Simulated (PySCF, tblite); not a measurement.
# C₉H₅BN₄: excited states

What do calculations give for the excited states of C₉H₅BN₄ (`N#CC(C#N)=C(C#N)C1=CC=C(N)B1`)?

Computed with tblite 0.8.0 and PySCF 2.14.0 and routines of our own; the level stands in each step. Atoms count from 0.

### 1 The system as given

19 atoms, charge 0, multiplicity 1; geometry from: force field or distance geometry start.

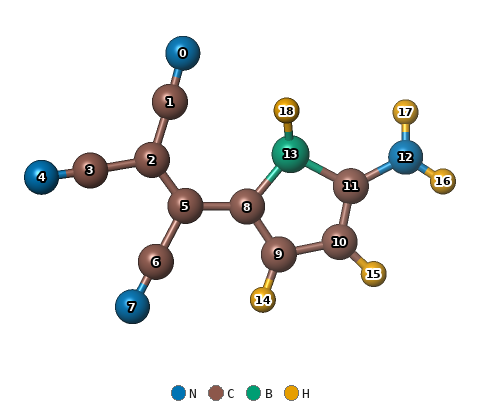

The starting geometry (nitrogen blue, carbon brown, boron teal, hydrogen amber).

### 2 Geometry optimisation with GFN2-xTB

The job: settings as JSON, then the geometry in Å.

```
{"job": {"kind": "relax", "xc": "GFN2-xTB", "basis": "xTB"}, "charge": 0, "multiplicity": 1}
N      2.105500    -1.030200     2.675200
C      2.192600    -0.401300     1.701300
C      2.355200     0.354300     0.528100
C      3.678400     0.919800     0.285100
N      4.729300     1.362400     0.132600
C      1.425500     0.614000    -0.373300
C      1.852100     1.433300    -1.507900
N      2.187000     2.101900    -2.410900
C      0.054500     0.178700    -0.348700
C     -0.845200     0.470200    -1.288500
C     -2.139400    -0.097800    -1.002700
C     -2.164800    -0.774000     0.125100
N     -3.264800    -1.466900     0.745400
B     -0.697100    -0.689700     0.731000
H     -0.674500     1.075100    -2.205900
H     -3.029000     0.010200    -1.621900
H     -4.207800    -1.353800     0.352200
H     -3.059200    -2.082100     1.567200
H     -0.508000    -0.614500     1.909200
```

Command:

```sh
$ OMP_NUM_THREADS=1 python excited_run.py task.json out
```

The driver reads the jobs from task.json and runs them one after another.

What it wrote:

```text
step      E/eV     max force
  0    -939.12395    4.946
  1    -939.31521    8.622
  2    -939.42614    5.550
  3    -939.75883    1.328
  4    -939.81393    1.141
  5    -939.82300    2.031
  6    -939.86541    0.399
  7    -939.87680    0.220
  8    -939.88267    0.473
  9    -939.88480    0.600
 10    -939.89197    0.189
 11    -939.89641    0.185
 12    -939.90018    0.200
 13    -939.90293    0.143
 14    -939.90610    0.161
 15    -939.90984    0.177
 16    -939.91440    0.241
 17    -939.91911    0.207
 18    -939.92340    0.127
 19    -939.92690    0.123
 20    -939.92973    0.141
 21    -939.93199    0.122
 22    -939.93363    0.088
 23    -939.93462    0.071
 24    -939.93515    0.057
 25    -939.93543    0.036
 26    -939.93565    0.032
 27    -939.93587    0.042
 28    -939.93612    0.057
 29    -939.93638    0.050
 30    -939.93665    0.036
 31    -939.93690    0.043
 32    -939.93711    0.040
 33    -939.93727    0.035
 34    -939.93742    0.028
 35    -939.93757    0.036
 36    -939.93773    0.038
 37    -939.93788    0.047
 38    -939.93799    0.037
 39    -939.93809    0.029
 40    -939.93818    0.030
 41    -939.93824    0.018
 42    -939.93829    0.016
 43    -939.93833    0.024
 44    -939.93841    0.040
 45    -939.93851    0.043
 46    -939.93861    0.030
 47    -939.93869    0.022
 48    -939.93875    0.021
 49    -939.93881    0.027
 50    -939.93888    0.025
 51    -939.93893    0.017
 52    -939.93897    0.018
 53    -939.93902    0.023
 54    -939.93910    0.034
 55    -939.93920    0.032
 56    -939.93929    0.022
 57    -939.93936    0.020
 58    -939.93942    0.026
 59    -939.93947    0.024
 60    -939.93950    0.013
 61    -939.93952    0.010
 62    -939.93954    0.012
 63    -939.93957    0.018
 64    -939.93960    0.020
 65    -939.93962    0.011
 66    -939.93964    0.010
 67    -939.93965    0.014
 68    -939.93967    0.017
 69    -939.93969    0.014
 70    -939.93970    0.011
 71    -939.93971    0.009
```

Wall time 0.73 s (1 thread of Arm Neoverse V1, shared host); peak memory 0.18 GiB.

Step by step: (not every step is listed)

```
step  energy from step 0 (eV)  largest force (eV/Å)
   0                   0.0000                4.9458
   1                  -0.1913                8.6217
   2                  -0.3022                5.5502
   3                  -0.6349                1.3277
   4                  -0.6900                1.1410
   5                  -0.6990                2.0314
   6                  -0.7415                0.3990
   7                  -0.7528                0.2201
   8                  -0.7587                0.4726
  13                  -0.7790                0.1431
  18                  -0.7994                0.1270
  23                  -0.8107                0.0712
  28                  -0.8122                0.0565
  33                  -0.8133                0.0352
  38                  -0.8140                0.0370
  43                  -0.8144                0.0244
  48                  -0.8148                0.0210
  53                  -0.8151                0.0234
  58                  -0.8155                0.0265
  63                  -0.8156                0.0185
  66                  -0.8157                0.0102
  67                  -0.8157                0.0143
  68                  -0.8157                0.0166
  69                  -0.8157                0.0137
  70                  -0.8157                0.0108
  71                  -0.8158                0.0094
```

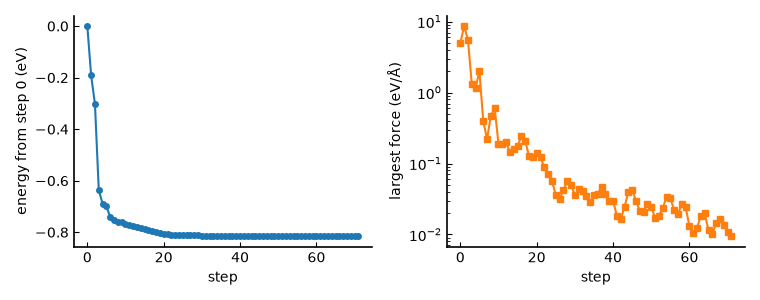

Energy and force, step by step.

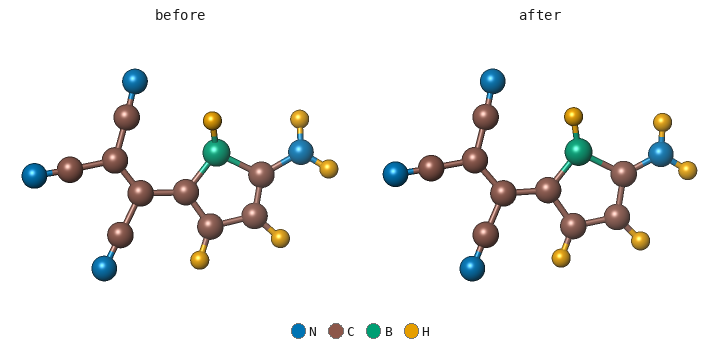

Before and after, at one scale.

Close pairs (by a distance rule), those that changed most:

```
   bond  before (Å)  after (Å)  change (Å)
C11–N12       1.440      1.335      -0.106
  C8–C9       1.333      1.395      +0.062
  C2–C5       1.321      1.382      +0.062
C10–C11       1.315      1.372      +0.057
  C2–C3       1.459      1.409      -0.050
  C5–C6       1.463      1.421      -0.042
N12–H17       1.047      1.005      -0.041
 C8–B13       1.576      1.538      -0.038
```

The final coordinates are the input of the step that follows.

### 3 Harmonic vibrations with GFN2-xTB

The job: settings as JSON, then the geometry in Å.

```
{"job": {"kind": "ir", "xc": "GFN2-xTB", "basis": "xTB"}, "charge": 0, "multiplicity": 1}
N      2.233969    -1.061542     2.632468
C      2.280588    -0.408892     1.688082
C      2.406531     0.384049     0.536257
C      3.699824     0.901084     0.320131
N      4.757163     1.315267     0.153697
C      1.385149     0.647295    -0.357469
C      1.733430     1.440935    -1.483011
N      1.985420     2.082608    -2.398669
C      0.039075     0.190795    -0.269624
C     -0.881166     0.442712    -1.287991
C     -2.164888    -0.107543    -1.050613
C     -2.186146    -0.750713     0.161017
N     -3.227097    -1.391945     0.697011
B     -0.730641    -0.547757     0.838976
H     -0.651347     1.001477    -2.183361
H     -2.982854    -0.030241    -1.745783
H     -4.109703    -1.451081     0.212065
H     -3.142681    -1.839651     1.593359
H     -0.454431    -0.807606     1.935996
```

What it wrote:

```text
mode    cm-1     km/mol
  1      23.3      1.38
  2      49.0      0.80
  3      68.2      0.68
  4      98.0      1.59
  5     116.9      1.82
  6     130.4     11.86
  7     148.4     16.04
  8     191.2      2.21
  9     233.4      3.96
 10     275.6      1.86
 11     312.2      1.55
 12     337.7      1.00
 13     372.6     12.43
 14     382.8    111.43
 15     415.7    109.30
 16     417.5     13.08
 17     438.1      2.00
 18     485.8     15.54
 19     519.2      1.99
 20     557.5     30.65
 21     583.8      4.68
 22     586.8     17.54
 23     619.2     42.22
 24     627.9      1.61
 25     697.3    115.80
 26     732.6     16.58
 27     792.9     31.14
 28     801.0      6.22
 29     879.7      3.25
 30     908.4      1.15
 31     972.9      2.63
 32     998.6      6.33
 33    1071.6     93.43
 34    1082.1    127.93
 35    1193.3    152.64
 36    1220.7     44.07
 37    1299.9    265.02
 38    1315.2     18.42
 39    1367.4    146.43
 40    1431.9   1150.53
 41    1458.5     70.00
 42    1504.6    404.08
 43    1582.3    527.09
 44    2327.5    211.70
 45    2360.8    345.19
 46    2369.6    197.34
 47    2741.1     51.40
 48    3088.1      9.44
 49    3119.3     28.73
 50    3430.1    138.60
 51    3512.0     37.28
```

Wall time 1.1 s (1 thread of Arm Neoverse V1, shared host); peak memory 0.18 GiB.

Which atoms move in the most intense modes:

```
cm⁻¹  km/mol                                 atoms
1193   152.6  H14 24 %, C8 21 %, H15 18 %, C2 12 %
1300   265.0   C5 27 %, C9 17 %, C11 11 %, C2 10 %
1432  1150.5             C8 42 %, C9 17 %, C5 11 %
1505   404.1                      C5 47 %, C2 41 %
1582   527.1          C11 51 %, C10 16 %, N12 12 %
2328   211.7    C1 38 %, N0 25 %, C3 22 %, N4 14 %
2361   345.2    C3 33 %, N4 21 %, C1 16 %, C6 12 %
2370   197.3                      C6 48 %, N7 31 %
```

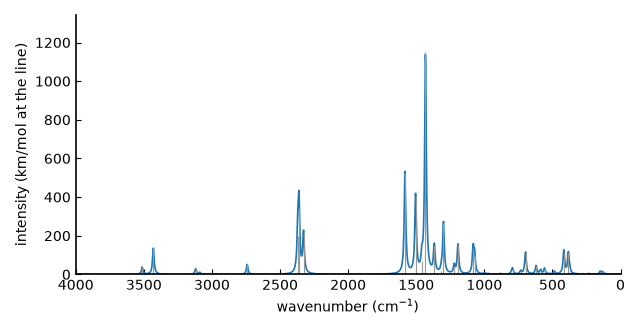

The infrared spectrum from these modes, unscaled. Lines are broadened to a width of 14 cm⁻¹ (Lorentzian).

### 4 Excited states: TDA B3LYP/def2-SVP

The job, as its differences from that of step 3:

```diff
@@ -1,2 +1,2 @@
-{"job": {"kind": "ir", "xc": "GFN2-xTB", "basis": "xTB"}, "charge": 0, "multiplicity": 1}
+{"job": {"kind": "states", "xc": "B3LYP", "basis": "def2-SVP", "tda": true, "soc": true, "nstates": 6, "ntriplets": 4, "nquad": 4}, "charge": 0, "multiplicity": 1}
 N      2.233969    -1.061542     2.632468
```

Method: TDA B3LYP/def2-SVP excited states, vertical, gas phase, spin-orbit mean-field couplings.

What it wrote:

```text
coarse grid: 18208 points
cycle   1  E = -589.0061429834  dE =  2.529e+00  |g| = 7.938e-01  |ddm| = 6.259e+00
cycle   2  E = -588.2243333670  dE =  7.818e-01  |g| = 2.014e+00  |ddm| = 2.855e+00
cycle   3  E = -589.1566475295  dE = -9.323e-01  |g| = 2.151e-01  |ddm| = 2.000e+00
cycle   4  E = -589.1665335697  dE = -9.886e-03  |g| = 1.241e-01  |ddm| = 4.695e-01
cycle   5  E = -589.1703214106  dE = -3.788e-03  |g| = 4.030e-02  |ddm| = 1.851e-01
cycle   6  E = -589.1706584277  dE = -3.370e-04  |g| = 1.488e-02  |ddm| = 5.165e-02
cycle   7  E = -589.1707156669  dE = -5.724e-05  |g| = 3.877e-03  |ddm| = 1.895e-02
cycle   8  E = -589.1707194297  dE = -3.763e-06  |g| = 1.694e-03  |ddm| = 6.981e-03
final grid: 182912 points
cycle   9  E = -589.2720500836  dE = -4.763e-05  |g| = 6.915e-03  |ddm| = 6.379e-02
cycle  10  E = -589.2720289017  dE =  2.118e-05  |g| = 1.114e-02  |ddm| = 2.083e-02
cycle  11  E = -589.2720614828  dE = -3.258e-05  |g| = 2.396e-03  |ddm| = 1.475e-02
cycle  12  E = -589.2720629425  dE = -1.460e-06  |g| = 5.900e-04  |ddm| = 2.867e-03
cycle  13  E = -589.2720630107  dE = -6.817e-08  |g| = 2.575e-04  |ddm| = 7.443e-04
cycle  14  E = -589.2720630226  dE = -1.194e-08  |g| = 1.123e-04  |ddm| = 2.784e-04
cycle  15  E = -589.2720630251  dE = -2.495e-09  |g| = 5.635e-05  |ddm| = 1.534e-04
cycle  16  E = -589.2720630259  dE = -7.710e-10  |g| = 1.342e-05  |ddm| = 6.821e-05
converged SCF energy = -589.2720630259

Singlet excitations
state   eV       nm        f     d(h-e)  d(exc)  Lambda  PR(NTO)  |dmu|/D   mu/D   main configurations
  1   1.4473   856.7   0.02545   1.471   3.637   0.550   1.017    2.593   10.257   H->L 0.96
  2   3.3535   369.7   0.08138   2.462   4.279   0.440   1.172    5.791    7.177   H-1->L 0.89
  3   3.6984   335.2   0.81543   1.225   4.178   0.671   1.244    1.227   13.921   H->L+1 0.84
  4   4.3460   285.3   0.00786   3.167   4.668   0.198   1.021    6.241    6.879   H-2->L 0.80
  5   4.7017   263.7   0.00513   2.329   3.980   0.297   1.013                     H-3->L 0.20, H-8->L 0.20, H-4->L 0.19
  6   4.7237   262.5   0.00164   2.628   4.510   0.303   1.023                     H-8->L 0.27, H-4->L 0.18, H-2->L 0.15

Triplet excitations (Tamm-Dancoff)
state   eV     d(h-e)  d(exc)  Lambda  PR(NTO)   main configurations
  1   0.7535   1.177   3.465   0.545   1.006   H->L 0.98
  2   1.9683   0.821   3.800   0.702   1.016   H->L+1 0.97
  3   2.8795   1.799   3.991   0.431   1.025   H-1->L 0.88
  4   3.6448   0.643   3.654   0.796   1.048   H-1->L+1 0.93
S1 - T1 = 0.6938 eV

Spin-orbit couplings |<S|Hso|T>| (cm-1)
             T1       T2       T3       T4
S0        0.529    0.291    0.690    0.226
S1        0.024    0.081    0.158    0.113
S2        0.198    0.030    0.255    0.091
S3        0.561    0.007    0.434    0.305
S4        3.977    0.537    2.904    0.393
S5        1.968    0.668    7.546    0.992
S6        6.095    0.538    4.588    0.194
T1 sublevels (cm-1): 0.000 0.001 0.001   radiative rates (1/s): 0.00599 0.0196 4.58e-05
```

It took 2.1 min on 1 thread of Arm Neoverse V1, shared host; peak memory 0.87 GiB.

Key values:

```
  quantity    value
S1 less T1  0.69 eV
```

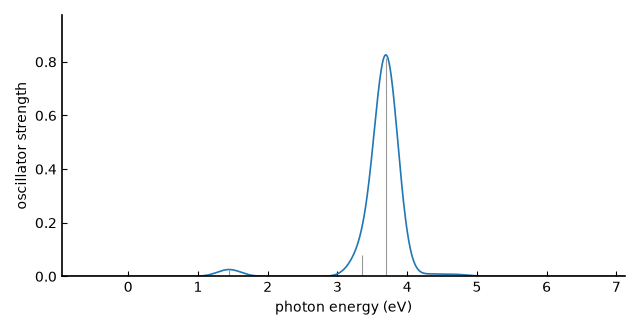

Absorption lines of the singlets. Lines are broadened to a width of 0.40 eV (Gaussian).

### 5 What came out

| quantity | value |
| --- | --- |
| strongest single infrared mode (GFN2-xTB) | 1432 cm⁻¹, 1151 km/mol |
| zero-point energy (GFN2-xTB) | 74.7 kcal/mol |
| S1 less T1 (step 4, TDA B3LYP/def2-SVP) | 0.69 eV |

No mode is imaginary among the 51: a minimum at this level. The strongest single mode, at 1432 cm⁻¹, is spread over many atoms; the largest shares are those of C8, C9. Unscaled tight-binding wavenumbers are off by several per cent, some by more. Its intensities can rank the bands wrongly. In step 4, the number of triplets below S1 is 1, and the largest singlet-triplet spin-orbit coupling is S5–T3, 7.55 cm⁻¹.
